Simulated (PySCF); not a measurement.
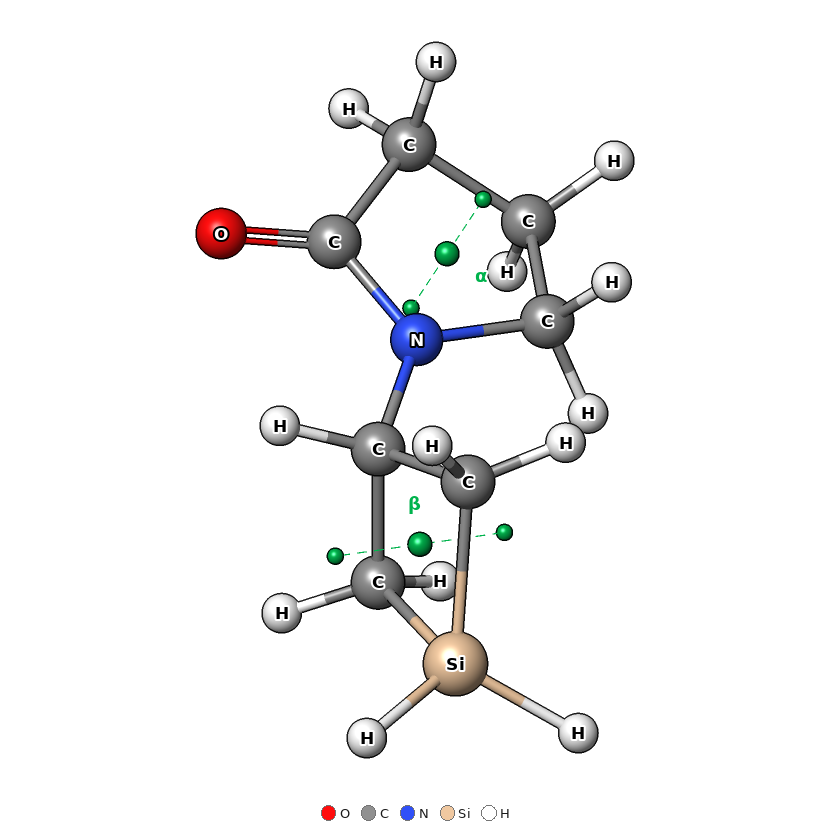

The small points mark where nucleus-independent chemical shifts (NICS) were computed: at the centre of each lettered ring and 1 Å above and below it. Computed geometry: GFN2-xTB optimisation. No frequency run is at hand to confirm it as a minimum. Properties computed with GIAO PBE0/pcSseg-1 NMR shielding, non-relativistic, gas phase (PySCF 2.14.0).

Give NICS(0), NICS(1) and the out-of-plane component NICS(1)zz for each ring (means of the two sides).

```csv
ring,members,NICS(0),NICS(1),NICS(1)zz
α,C4N,−5.2,−3.2,−2.2
β,C3Si,0.0,−1.0,4.2
```

Values in ppm.

What do the values say about the ring currents?

Ring α: weak, as in a non-aromatic ring. NICS is one index among several.

The geometry is semi-empirical. Around Si such bond lengths and angles can be off by a tenth of an ångström or more and by several degrees, and values that hang on the shape move with them.
